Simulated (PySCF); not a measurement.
Excited-state calculation of C4H7N3Si

- system: C4H7N3Si, SMILES Cc1nnncc1[SiH3]
- method: TDDFT B3LYP/def2-SVPD, vertical, gas phase, core orbitals frozen in the response (PySCF 2.14.0)

The geometry comes from this level: GFN2-xTB.

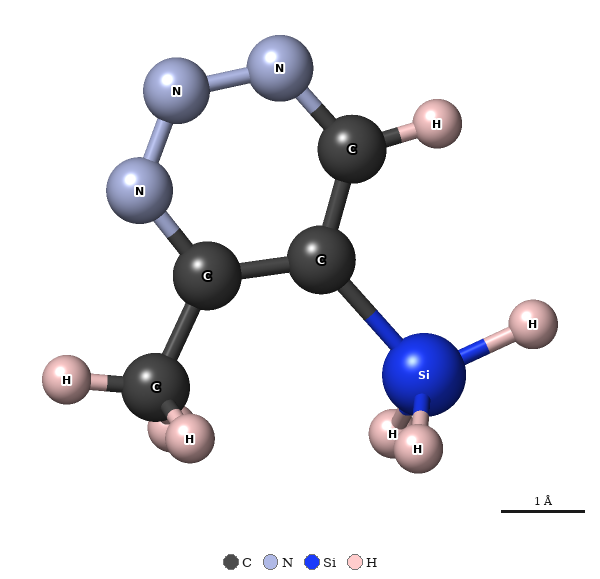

*The structure (ball-and-stick view, seen on its broad side).*

Bond lengths as drawn: C–C 1.39 to 1.49 Å, C–H 1.08 to 1.09 Å, C–N 1.33 Å, C–Si 1.89 Å, H–Si 1.46 Å and N–N 1.29 Å.

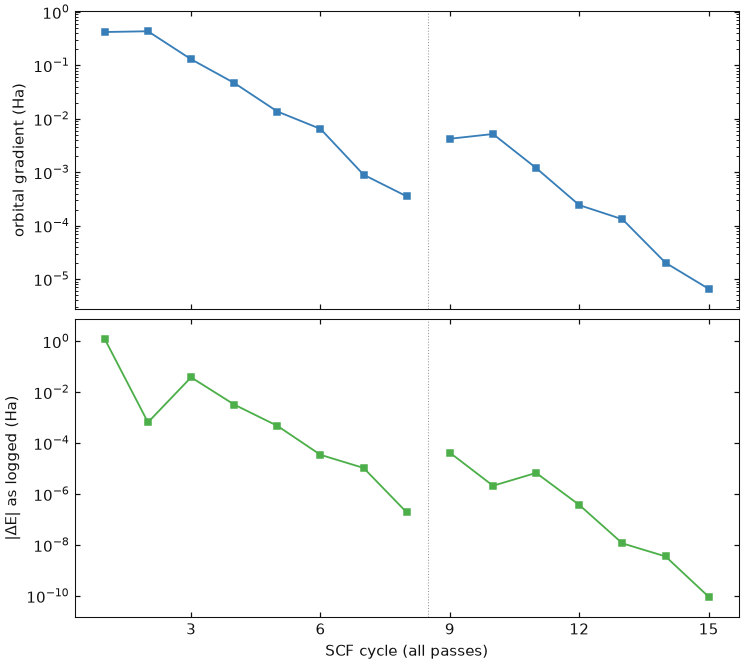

*Convergence of the self-consistent field: orbital gradient and size of the energy change against the SCF cycle. The dotted line marks the change from a coarse to the final integration grid.*

The first 8 cycles use a coarse grid, the final grid takes over at cycle 9, and the field converges after 15 cycles in all.

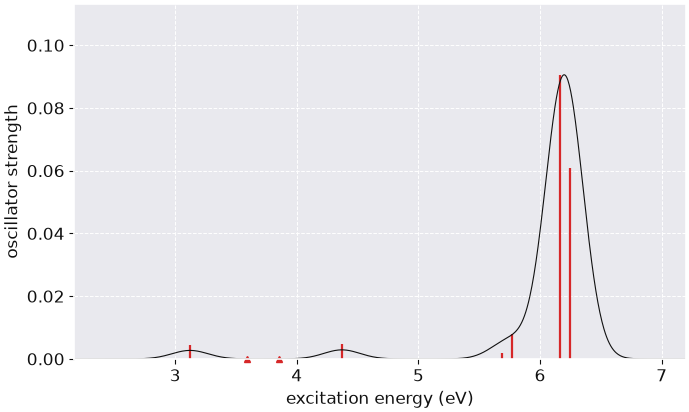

*Computed excitations as sticks (degenerate states added up, dark ones marked on the axis), with a Gaussian envelope of 0.35 eV full width at half maximum, scaled to the tallest.*

Of the 8 states the lowest lies at 3.12 eV (f = 0.004); the strongest line is at 6.17 eV, or 201 nm (f = 0.091).

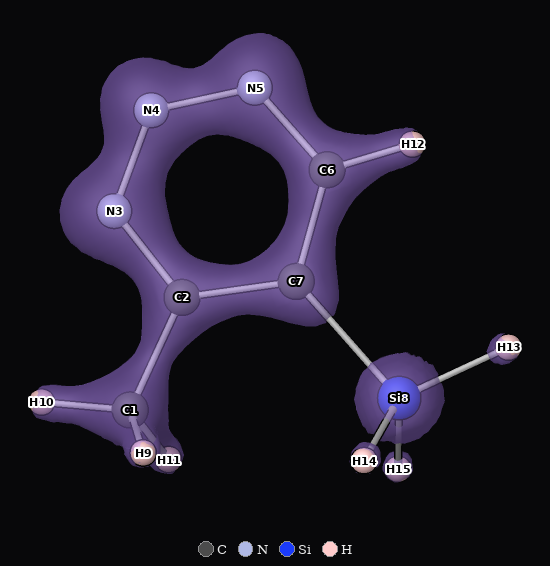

*Isosurface of the electron density at 1.5 e/Å³ (purple), seen at a tilt.*

At this value the surface falls into five separate pieces. It is pinched off along the C–Si (1.89 Å) contacts. On the grid the lowest density along these lines, outside the cores, is 2.9 e/Å³ (N–N, 1.29 Å), 2.4 e/Å³ (C–N, 1.33 Å), 2.1 e/Å³ (C–C, 1.39 Å) and 0.77 e/Å³ (C–Si, 1.89 Å).

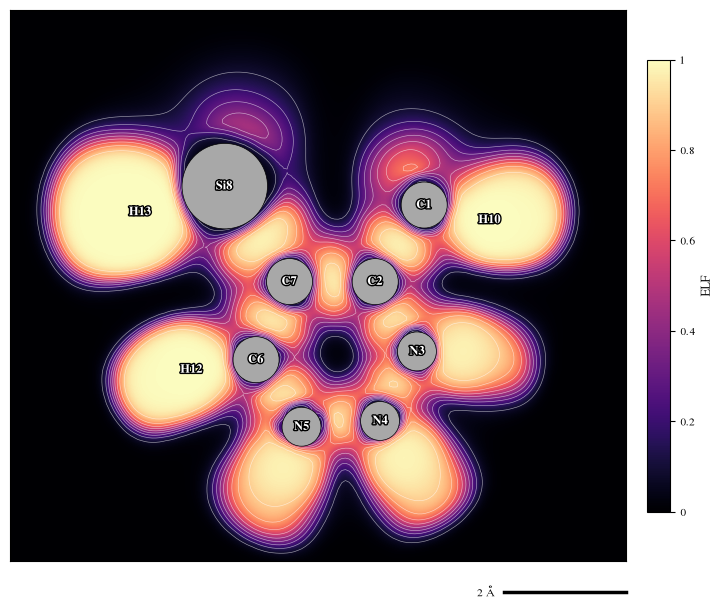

*ELF on the plane of atoms N4, N5 and C6. Grey discs, where drawn, cover atomic cores.*

Atoms in the plane: C, N, Si and H. C–C (1.39 Å): the ELF peaks at about 0.95 between the atoms (a shared electron pair). C–Si (1.89 Å): the ELF peaks at about 1 between the atoms, which marks a shared electron pair. C–H (1.08 Å): the ELF climbs to about 1 towards the hydrogen, as it does in any bond to H; a covalent bond by its length.

The input that produced these results follows, with the program's output.

**Input**
```
{"job": {"kind": "uv", "xc": "B3LYP", "basis": "def2-SVPD", "nstates": 8, "ntriplets": 3}, "charge": 0, "multiplicity": 1}
C     -0.550322    -1.862386     0.153674
C      0.504738    -0.819633     0.028934
N      1.763696    -1.248645    -0.005466
N      2.747695    -0.422806    -0.112745
N      2.568404     0.851050    -0.190591
C      1.339781     1.349110    -0.160666
C      0.207167     0.549131    -0.049510
Si    -1.541781     1.259310    -0.009636
H     -1.222637    -1.815733    -0.701271
H     -0.088911    -2.844860     0.200381
H     -1.138737    -1.692094     1.053674
H      1.272018     2.426849    -0.229773
H     -1.423972     2.711550    -0.112835
H     -2.281814     0.702702    -1.142394
H     -2.159737     0.864447     1.256312
```

The first line tells a small driver script what to run in PySCF; the rest is the geometry in Å.

Run as:
```bash
OMP_NUM_THREADS=1 python <driver script> task.json out
```

**The program's output**
```
coarse grid: 13496 points
cycle   1  E = -609.8897234237  dE =  1.199e+00  |g| = 4.213e-01  |ddm| = 7.217e+00
cycle   2  E = -609.8890693224  dE =  6.541e-04  |g| = 4.353e-01  |ddm| = 2.284e+00
cycle   3  E = -609.9273830679  dE = -3.831e-02  |g| = 1.302e-01  |ddm| = 9.066e-01
cycle   4  E = -609.9306304574  dE = -3.247e-03  |g| = 4.687e-02  |ddm| = 3.471e-01
cycle   5  E = -609.9311060054  dE = -4.755e-04  |g| = 1.371e-02  |ddm| = 1.074e-01
cycle   6  E = -609.9311405949  dE = -3.459e-05  |g| = 6.481e-03  |ddm| = 3.605e-02
cycle   7  E = -609.9311511416  dE = -1.055e-05  |g| = 8.985e-04  |ddm| = 1.507e-02
cycle   8  E = -609.9311513310  dE = -1.894e-07  |g| = 3.540e-04  |ddm| = 2.755e-03
final grid: 127344 points
cycle   9  E = -610.0174899678  dE = -4.185e-05  |g| = 4.238e-03  |ddm| = 1.666e-01
cycle  10  E = -610.0174878538  dE =  2.114e-06  |g| = 5.197e-03  |ddm| = 3.058e-02
cycle  11  E = -610.0174946046  dE = -6.751e-06  |g| = 1.199e-03  |ddm| = 1.620e-02
cycle  12  E = -610.0174949768  dE = -3.722e-07  |g| = 2.426e-04  |ddm| = 2.512e-03
cycle  13  E = -610.0174949883  dE = -1.155e-08  |g| = 1.321e-04  |ddm| = 7.103e-04
cycle  14  E = -610.0174949919  dE = -3.544e-09  |g| = 2.022e-05  |ddm| = 2.487e-04
cycle  15  E = -610.0174949920  dE = -9.209e-11  |g| = 6.583e-06  |ddm| = 6.561e-05
converged SCF energy = -610.0174949920

Static polarisability (au): isotropic 91.797, principal 63.121 100.148 112.122

Singlet excitations
state   eV       nm        f      main configurations
  1   3.1221    397.1   0.00437   H->L 1.00
  2   3.5895    345.4   0.00000   H->L+1 0.97
  3   3.8542    321.7   0.00002   H-1->L 0.96
  4   4.3711    283.6   0.00466   H-1->L+1 0.99
  5   5.6879    218.0   0.00193   H->L+2 0.99
  6   5.7692    214.9   0.00797   H-3->L 0.40, H-2->L+1 0.36, H-2->L 0.19
  7   6.1679    201.0   0.09057   H-2->L 0.65, H-2->L+1 0.12, H-3->L 0.09
  8   6.2464    198.5   0.06087   H->L+3 0.91

Triplet excitations (Tamm-Dancoff, eV): 2.3229 3.1607 3.6130
```

**Summary**

| quantity | value |
| --- | --- |
| outcome | converged |
| total energy | −610.017495 hartree |
| HOMO | −6.63 eV |
| LUMO | −2.23 eV |
| dipole moment | 5.26 D |
| mean polarisability | 91.80 a.u. |
| lowest singlet excitation | 3.12 eV |
| hardware | 1 CPU thread, shared host |
| wall time | 44 s |
| peak memory | 0.89 GiB |
